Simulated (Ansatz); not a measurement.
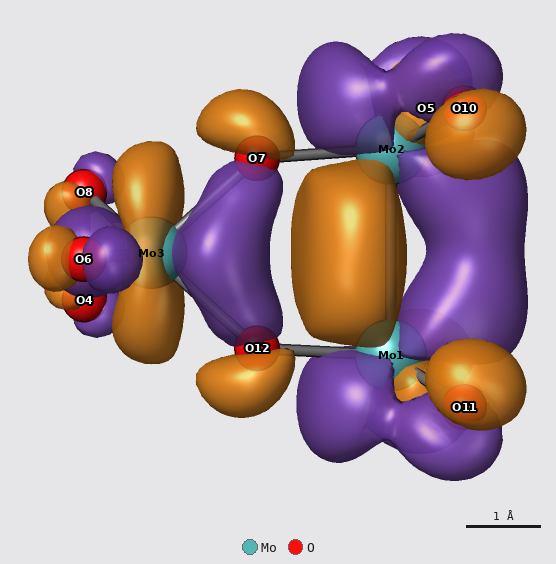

Figure. Mo3O9 (charge −1, doublet). One frontier orbital at ±0.06 Å⁻³ᐟ² (orange and purple are the two phases), seen at a tilt.

Geometry: PBE-D4/def2-SVP; core potentials replace the inner electrons of Mo; not at a stationary point (largest force 1.8 eV/Å).

Method: UKS PBE0-D4/def2-SVP (Ansatz).

Input file:

```
crystal:
  periodic: [false, false, false]
  atoms:
    - {symbol: Mo, position_ang: [-0.429493, 1.418640, -1.307497]}
    - {symbol: Mo, position_ang: [-1.285151, 0.744484, 1.304816]}
    - {symbol: Mo, position_ang: [1.428725, -1.269016, 0.140295]}
    - {symbol: O, position_ang: [1.193793, -2.710442, -1.113742]}
    - {symbol: O, position_ang: [-2.832421, 0.033048, 1.110436]}
    - {symbol: O, position_ang: [3.016086, -1.095292, 0.707545]}
    - {symbol: O, position_ang: [0.189031, -0.396490, 1.371090]}
    - {symbol: O, position_ang: [0.746202, -3.065823, 0.248139]}
    - {symbol: O, position_ang: [-1.694755, 0.921547, -2.351654]}
    - {symbol: O, position_ang: [-1.272116, 2.105834, 2.347442]}
    - {symbol: O, position_ang: [-0.039755, 3.084260, -1.429214]}
    - {symbol: O, position_ang: [0.979854, 0.229250, -1.027646]}
basis:
  gaussian: {orbitals: def2-SVP, initial_orbitals: start.molden}
total_charge: -1
magnetization: {spin_polarized: true, initial_magnetization: 1}
hamiltonian: {xc: pbe0, dispersion: d4}
scf: {omitted_lower_state_checks: [starts]}
output: {forces: true, orbitals: {seedname: orbitals}}
```

Run with:

```sh
ansatz run in.yaml --threads 4 --pin off --events-out ev --progress --plain --max-ram 6963MiB
```

**Which orbital is it: HOMO (β) or LUMO (β)?**

The LUMO (β), at −0.61 eV. Its weight (Hirshfeld) is mainly on Mo1 (about 30 %), Mo2 (about 30 %) and Mo3 (about 10 %).
